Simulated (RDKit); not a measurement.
CH₂Cl₂OSi: geometry relaxation

- system: CH₂Cl₂OSi, SMILES ClC1(Cl)O[SiH2]1
- method: UFF (RDKit 2026.09.1)

The geometry comes from this level: GFN2-xTB.

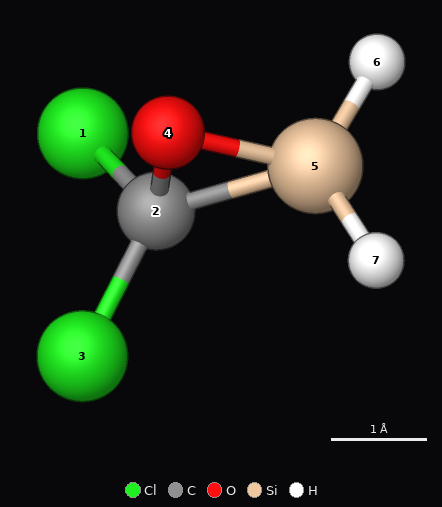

*The structure as given in the input (ball-and-stick view, seen at a tilt; atoms are numbered from 1 in the order of the input).*

Bond lengths as drawn: C–Cl 1.75 Å, C–O 1.42 Å, C–Si 1.87 Å, H–Si 1.44 Å and O–Si 1.66 Å.

### Input (ff.py)
```python
# UFF minimise with RDKit
import json
import numpy as np
from rdkit import Chem
from rdkit.Chem import AllChem
from rdkit.Chem import rdDetermineBonds

molecule = Chem.MolFromXYZFile("mol.xyz")
rdDetermineBonds.DetermineBonds(molecule, charge=0)
print("perceived SMILES:", Chem.MolToSmiles(Chem.RemoveHs(molecule)))
symbols = [a.GetSymbol() for a in molecule.GetAtoms()]
start = molecule.GetConformer().GetPositions().copy()

ff = AllChem.UFFGetMoleculeForceField(molecule)
e0 = ff.CalcEnergy()
print(f"start   E = {e0:.5f} kcal/mol")
path, flag, n = [], 1, 0
while flag and n < 2000:
    flag = ff.Minimize(maxIts=50, forceTol=0.0001)
    n += 50
    path.append((n, ff.CalcEnergy(), molecule.GetConformer().GetPositions().tolist()))
    print(f"{n:5d}   E = {path[-1][1]:.5f} kcal/mol")
print("converged" if flag == 0 else "iteration limit reached")
final = molecule.GetConformer().GetPositions()
for a, p in zip(symbols, final):
    print(f"{a:<2} {p[0]:11.5f} {p[1]:11.5f} {p[2]:11.5f}")
print(f"energy gained {e0 - path[-1][1]:.4f} kcal/mol")
json.dump(dict(symbols=symbols, start=start.tolist(), start_energy=e0, energy=path[-1][1], final=final.tolist(), path=path, success=flag == 0), open("results.json", "w"))
```

### File mol.xyz
```
7

Cl    -0.604840    -1.383860     1.735460
C      0.026210    -0.777420     0.221520
Cl     0.466490    -2.079670    -0.860670
O      1.075570     0.159010     0.402890
Si    -0.156530     0.995260    -0.332530
H     -0.880360     1.855910     0.570940
H      0.073460     1.230770    -1.737600
```

Machine: 1 thread of Arm Neoverse V2, 256 GiB of memory available, shared host.

Command:
```bash
python ff.py
```

### Output
```
perceived SMILES: ClC1(Cl)O[SiH2]1
start   E = 242.84570 kcal/mol
   50   E = 232.92026 kcal/mol
converged
Cl    -0.65073    -1.28546     1.78906
C      0.10106    -0.79281     0.25509
Cl     0.48479    -2.02713    -0.96564
O      1.10571     0.11945     0.42360
Si    -0.27797     0.89633    -0.35591
H     -0.86134     1.85815     0.59104
H      0.09848     1.23147    -1.73724
energy gained 9.9254 kcal/mol
```

### Summary

- outcome: converged
- total energy: 0.371182 hartree
- peak memory: 0.073 GiB
